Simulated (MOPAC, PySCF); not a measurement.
Bond stretch in ZnH, doublet.

Levels of theory: UKS-wB97X-V = unrestricted wB97X-V/def2-SVP (PySCF 2.14.0); UKS-r2SCAN = unrestricted r2SCAN/def2-SVP run with PySCF 2.14.0; UMP2 = MP2 on UHF/def2-SVP, 5 core orbitals frozen (PySCF 2.14.0); PM3, unrestricted, heats of formation (MOPAC); UKS-B3LYP/6-31G* = unrestricted B3LYP/6-31G*, spherical d in PySCF 2.14.0.

Energies are in kJ/mol, each relative to the lowest point of its own curve near equilibrium.

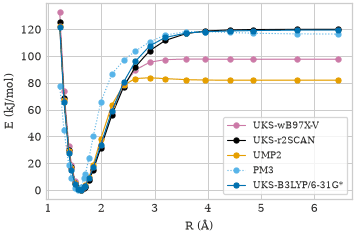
Figure: Energy against bond length for each method.

```
R / Å  UKS-wB97X-V  UKS-r2SCAN   UMP2    PM3  UKS-B3LYP/6-31G*
-----  -----------  ----------  -----  -----  ----------------
1.22         132.6       125.4  122.4   77.7             121.4
1.30          73.8        68.9   67.5   44.7              65.4
1.39          33.0        30.2   29.5   18.5              27.4
1.44          18.8        16.9   16.2    8.9              14.6
1.51           6.4         5.5    4.9    1.3               4.1
1.56           1.8         1.5    1.0    0.0               0.7
1.62           0.0         0.0    0.0    2.5               0.0
1.68           1.3         1.4    2.1    9.0               2.1
1.70           2.2         2.4    3.4   11.9               3.2
1.77           7.3         7.4    9.6   24.1               8.8
1.85          15.5        15.2   19.0   40.2              17.0
1.99          32.8        31.5   38.1   65.5              33.8
2.20          58.5        56.1   63.6   86.6              59.0
2.42          78.3        77.0   78.3   96.7              80.6
2.64          89.6        91.9   83.2  103.7              96.0
2.91          95.4       104.0   83.8  110.6             107.6
3.20          97.3       111.6   83.1  115.6             113.8
3.60          97.7       116.8   82.4  118.3             117.2
3.94          97.7       118.6   82.1  118.3             118.1
4.41          97.6       119.5   81.9  117.6             118.7
4.85          97.6       119.8   81.9  117.0             119.0
5.67          97.6       119.9   82.0  116.5             119.3
6.45          97.6       119.9   82.0  116.4             119.4
```

At the longest distance, 6.45 Å, UKS-r2SCAN lies highest above its minimum (119.9 kJ/mol) and UMP2 lowest (82.0 kJ/mol).
